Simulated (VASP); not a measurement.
Band structure of LiBr (rock salt). All values below come from PBE GGA with D3 dispersion (zero damping), VASP's PBE PAW potentials (set 64) (plane waves; VASP 6.6.1).

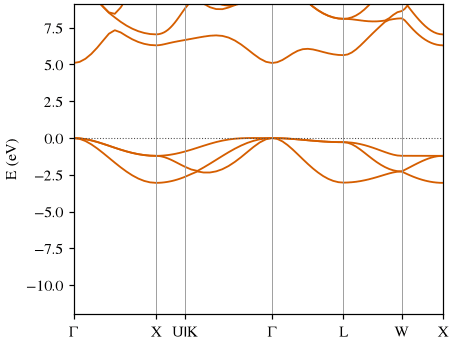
Figure: Bands along high-symmetry lines, zero at the valence-band maximum or, without a gap, the Fermi level

Q: Read the plot: is there a gap, and where are the band edges?

A: The gap is indirect, 5.10 eV, from the valence maximum at K-Γ at 0.79 to the conduction minimum at Γ. (Edges off the drawn lines would not show.)

Measured: gap 7.60 eV (computed value off by -2.50 eV), as given by Abedi et al., (2022), arXiv:2211.14644.

The compound is LiBr in the rock salt structure. It was relaxed first.
